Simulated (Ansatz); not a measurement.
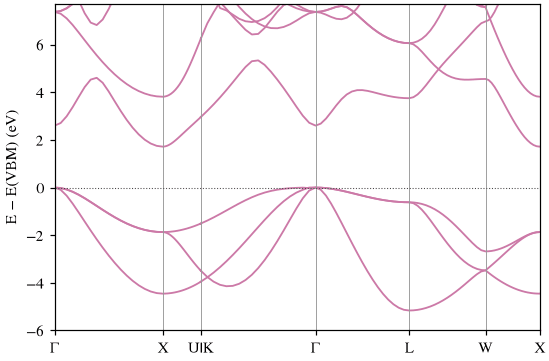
Band structure from plane-wave PAW LDA (Ansatz code)

Q: Read off the gap and where the band edges lie.

A: About 1.7 eV (1.72 eV by a search for the band edges); maximum at Γ, minimum at X.

Q: Which compound is it?
(A) Si, diamond
(B) SiC, zinc blende
(C) MgSe, rock salt
(D) BeSe, zinc blende

A: C, MgSe, rock salt

Space group Fm-3m (rock salt). The cell was relaxed with LDA under the symmetry of its start. Scalar-relativistic: spin–orbit coupling is off unless named, which matters more the heavier the elements.

Potentials: the later of the program's two PAW sets.
